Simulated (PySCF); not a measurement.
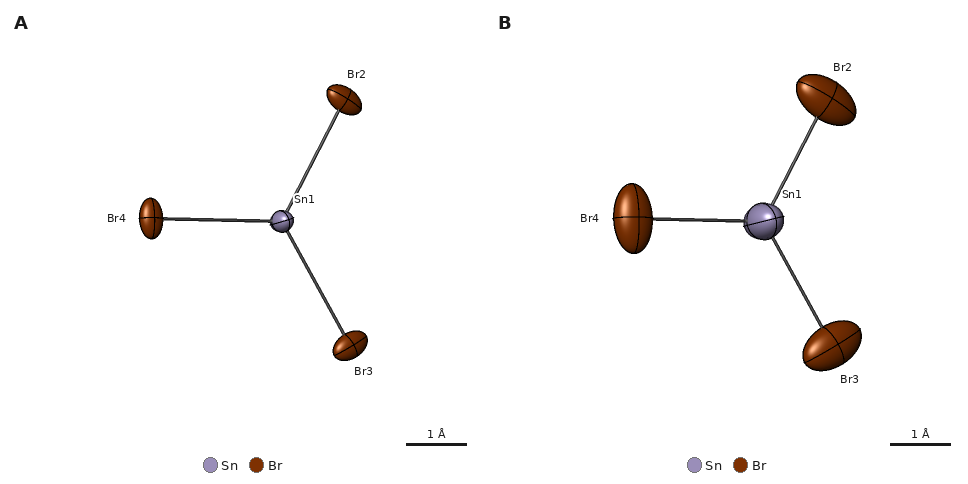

Displacement ellipsoids at the 50 % level, scaled by 3, from the internal vibrations of the free molecule (harmonic, no overall translation or rotation; no half-axis is drawn under 0.075 Å). State: charge +1, singlet. Vibrations computed with RKS-based PBE0, Sn def2-SVP with ECP28, Br def2-SVP; scalar-relativistic core potentials; density fitting (PySCF 2.14.0). One panel is for 200 K, the other for 600 K.

Which panel is for 600 K?

Answer. B.

How much does the mean-square displacement of Br2 grow, and why?

Answer. U_eq goes from 0.0029 to 0.0083 Å², a factor of 2.9. Modes below kT (417 cm⁻¹ at 600 K) grow about in proportion to T, and the lowest lies at 70 cm⁻¹; the mean-square amplitude of a mode is its zero-point value times coth(ħω/2kT), which comes close to 1 only above about 3kT.
